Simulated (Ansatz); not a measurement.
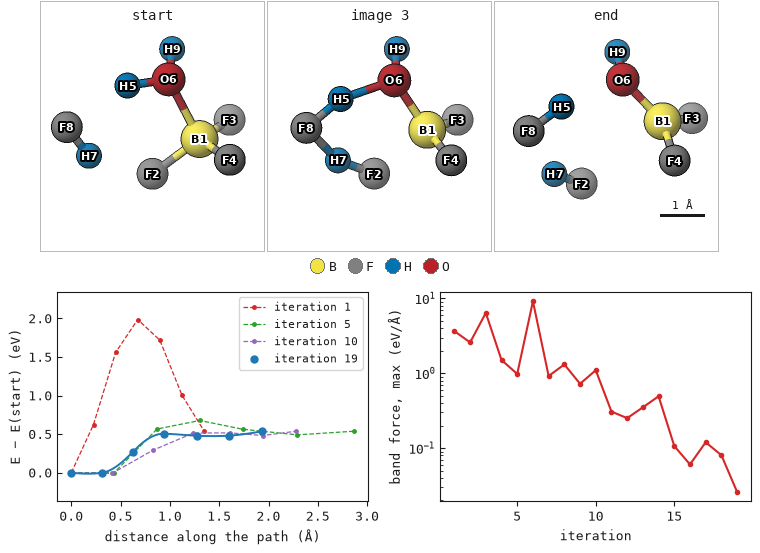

A search for the minimum-energy path of BH3OF4 by the nudged elastic band. Images are numbered from 0 (start) to 6 (end). The plot follows the band through its iterations. A ball-and-stick model, seen at a tilt.

Method: RKS PBE0-D4/def2-SVP (Ansatz 0.2.0). Settings: 5 movable images; climbing image.

Question: How did the profile develop, and is the result final?

Answer: The run is converged, with reservations. The band converged in 19 iterations. The largest component of the band force went from 3.7 to 0.026 eV/Å. The largest force component is 0.20 eV/Å at the start and 0.16 eV/Å at the end; an end with forces this large is no minimum, and the barrier measured from it can be far off. The first iteration put the highest image at 1.99 eV. No barrier shows: the energy is highest at the end, and the end lies 0.54 eV above the start.
